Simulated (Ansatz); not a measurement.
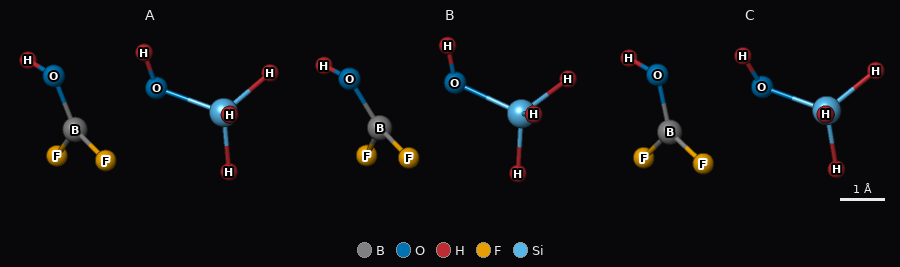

3 geometries from one relaxation of BSiH$_{5}$O$_{2}$F$_{2}$, in shuffled order. The picture is a ball-and-stick view, seen at a tilt.

The run prepares an end point of a later path (reaction) calculation, from a guessed geometry.

The calculation used Ansatz 0.2.0, RKS PBE-D4/def2-SVP. (no spin polarisation; force threshold 0.03 eV/Å; at most 50 steps)

### Put them in the order of the run, from the start to the converged end.

C, A, B. They are steps 0, 4, 11, at +1.25 kcal/mol, +0.47 kcal/mol relative to the last. The atom that moves furthest after the best rigid fit is an F atom (0.56 Å). Largest moves by element: F 0.56 Å, H 0.44 Å, O 0.37 Å, B 0.26 Å, Si 0.14 Å. Near-neighbour distances that change, for instance: B–O 2.606 → 2.138 Å, O–Si 1.693 → 1.712 Å, B–F 1.331 → 1.349 Å, H–O 0.989 → 0.976 Å. Bond angles that change, for instance: O–Si–H 111.1° → 108.9°. After 11 geometry steps the energy has fallen by 1.25 kcal/mol. The largest force component goes from 0.56 to 0.025 eV/Å. Cost: 20 s on 4 threads of Intel(R) Xeon(R) Platinum 8259CL CPU @ 2.50GHz (Skylake/Cascade Lake), with other jobs on the host, peak memory 0.17 GiB.

Limits of the set-up: the start holds two separate molecules, 2.2 Å apart at their closest, whose relative position is a soft coordinate.
